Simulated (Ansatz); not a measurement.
# CH5FOSn (SMILES FC[O][SnH3]) at B2PLYP/def2-SVP (core potential)

What is the energy change on altering one bond length of CH5FOSn at B2PLYP/def2-SVP (core potential)? 

The calculation is run with Ansatz 0.2.0.

117 further runs of the same task are left out: 117 set aside as unsound or not needed. Runs told in other sessions of the task aren't counted.

## 1. The system as given

The species is CH5FOSn (9 atoms), meant as a singlet with charge 0. SMILES: `FC[O][SnH3]`. The shape is that of a PBE0-D4/def2-TZVP optimisation. This is one conformer, not always the lowest.

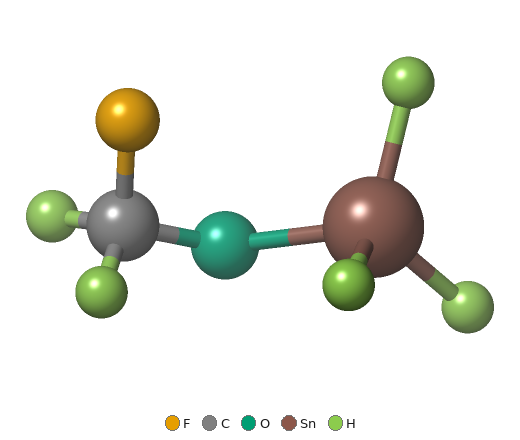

Viewed from a chosen angle; fluorine amber, carbon grey, oxygen teal, tin brown, hydrogen green.

## 2. The energy at B2PLYP/def2-SVP (core potential)

Contents of job.yaml:

```yaml
crystal:
  periodic: [false, false, false]
  atoms:
    - {symbol: F, position_ang: [-0.596800, 1.754200, 0.031500]}
    - {symbol: C, position_ang: [-1.291500, 0.566100, 0.277800]}
    - {symbol: O, position_ang: [-0.736000, -0.463400, -0.405000]}
    - {symbol: Sn, position_ang: [1.239300, -0.701500, -0.319700]}
    - {symbol: H, position_ang: [-1.258800, 0.434000, 1.369300]}
    - {symbol: H, position_ang: [-2.319100, 0.724600, -0.066100]}
    - {symbol: H, position_ang: [1.690100, -0.390300, 1.294800]}
    - {symbol: H, position_ang: [1.407800, -2.333100, -0.765300]}
    - {symbol: H, position_ang: [1.953500, 0.363100, -1.434400]}
basis:
  gaussian:
    orbitals: def2-SVP
hamiltonian:
  xc: {name: B2PLYP}
correlation:
  frozen_orbitals: {C: 1, F: 1, H: 0, O: 1, Sn: 4}
accuracy: high
output: {orbitals: {seedname: orbitals}}
```

Launch:

```sh
ansatz run job.yaml --threads 1 --pin off --max-ram 3480MiB --events-out events.jsonl --progress --plain --runs-dir runs
```

Output:

```text
Warning: RAYON_NUM_THREADS=1 ignored (pool sized by the plan → 1); use --threads N
Functional definition: B2PLYP
  name "B2PLYP"
  parameter a = 0.53
  parameter c = 0.27
  exchange = (1 - a)*b88_x + a*exact_x
  correlation = (1 - c)*lyp_c + c*(mp2_os + mp2_ss)
2278 factors; integrals over basis functions are off by at most 3.5e-9 eV
mean field evaluation 1: about -11687.1026 eV, gradient 4.0e1 eV
mean field evaluation 2: about -11687.4581 eV, gradient 4.0e1 eV
mean field evaluation 4: about -11690.2435 eV, gradient 4.5e0 eV
mean field evaluation 8: about -11690.2911 eV, gradient 3.6e-1 eV
mean field evaluation 16: about -11690.2914 eV, gradient 1.6e-5 eV
mean field -11690.29137304 eV, -429.6102839953 hartree, gradient 6.5e-8 eV, S^2 0.000000; 0 other end points of the search recorded, 0 dependent functions left out
7 core orbitals not correlated: weight in the atoms' cores, before any rotation towards them, 1.000 or more for the frozen orbitals, at most 0.000 for the correlated occupied ones
reference -11690.29140073 eV, -429.6102850128 hartree; 18, 18 occupied and 68, 68 virtual orbitals, 2278 factors
second order -20.76037782 eV of doubles, -0.00000000 eV of singles
Total energy: -11695.89670274 eV, -429.8162760623 hartree
```

Wall time 16 s (1 thread of Arm Neoverse V1, shared host); peak memory 0.35 GiB.

## 3. The distorted shape

Contents of run.yaml:

```yaml
crystal:
  periodic: [false, false, false]
  atoms:
    - {symbol: F, position_ang: [-1.453832, 0.476691, 1.369128]}
    - {symbol: C, position_ang: [-2.148532, -0.711409, 1.615428]}
    - {symbol: O, position_ang: [-1.593032, -1.740909, 0.932628]}
    - {symbol: Sn, position_ang: [0.382268, -1.979009, 1.017928]}
    - {symbol: H, position_ang: [-2.115832, -0.843509, 2.706928]}
    - {symbol: H, position_ang: [-3.176132, -0.552909, 1.271528]}
    - {symbol: H, position_ang: [0.833068, -1.667809, 2.632428]}
    - {symbol: H, position_ang: [0.550768, -3.610609, 0.572328]}
    - {symbol: H, position_ang: [1.953500, 0.363100, -1.434400]}
basis:
  gaussian:
    orbitals: def2-SVP
hamiltonian:
  xc: {name: B2PLYP}
correlation:
  frozen_orbitals: {C: 1, F: 1, H: 0, O: 1, Sn: 4}
accuracy: high
output: {orbitals: {seedname: orbitals}}
```

Launch:

```sh
ansatz run run.yaml --threads 1 --pin off --max-ram 3480MiB --events-out events.jsonl --progress --plain --runs-dir runs
```

Output, cut to the lines that bear on the results:

```text
Warning: RAYON_NUM_THREADS=1 ignored (pool sized by the plan → 1); use --threads N
[... 2 set-up lines as earlier in the session ...]
[...]
2232 factors; integrals over basis functions are off by at most 7.2e-9 eV
[...]
mean field -11685.69074845 eV, -429.4412141597 hartree, gradient 7.2e-8 eV, S^2 0.000000; 0 other end points of the search recorded, 0 dependent functions left out; unrestricted orbitals would lower it
7 core orbitals not correlated: weight in the atoms' cores, before any rotation towards them, 1.000 or more for the frozen orbitals, at most 0.000 for the correlated occupied ones
reference -11685.69077926 eV, -429.4412152921 hartree; 18, 18 occupied and 68, 68 virtual orbitals, 2232 factors
second order -22.71008751 eV of doubles, -0.00000000 eV of singles
Total energy: -11691.82250289 eV, -429.6665519792 hartree
```

Wall time 14 s (1 thread of Arm Neoverse V1, shared host); peak memory 0.34 GiB.

## 4. What came out

Level: B2PLYP/def2-SVP (core potential), 7 core orbitals frozen.

| quantity | value |
| --- | --- |
| first shape: total energy | -429.81628 Eh |
| first shape: HOMO energy (SCF part's orbitals) | -9.35 eV |
| first shape: LUMO energy (SCF part's orbitals) | 0.89 eV |
| first shape: HOMO–LUMO gap (SCF part's orbitals) | 10.25 eV |
| distorted shape: total energy | -429.66655 Eh |
| distorted shape: HOMO energy (SCF part's orbitals) | -6.82 eV |
| distorted shape: LUMO energy (SCF part's orbitals) | -3.42 eV |
| distorted shape: HOMO–LUMO gap (SCF part's orbitals) | 3.40 eV |
| energy change with the Sn4–H9 bond stretched from 1.699 to 3.737 Å | 4.074 eV |

**Reading.** One bond (distorted shape) is far stretched, which a spin-restricted single reference describes badly; perturbation theory on it can break down and give far too much correlation. With the Sn4–H9 bond stretched from 1.699 to 3.737 Å the energy rises by 4.07 eV (94 kcal/mol). The first shape isn't relaxed at this level, so the change isn't measured from a minimum. A restricted reference can't describe the breaking bond well at this length. The restricted solution (distorted shape) is unstable to spin breaking: an unrestricted one lies lower.
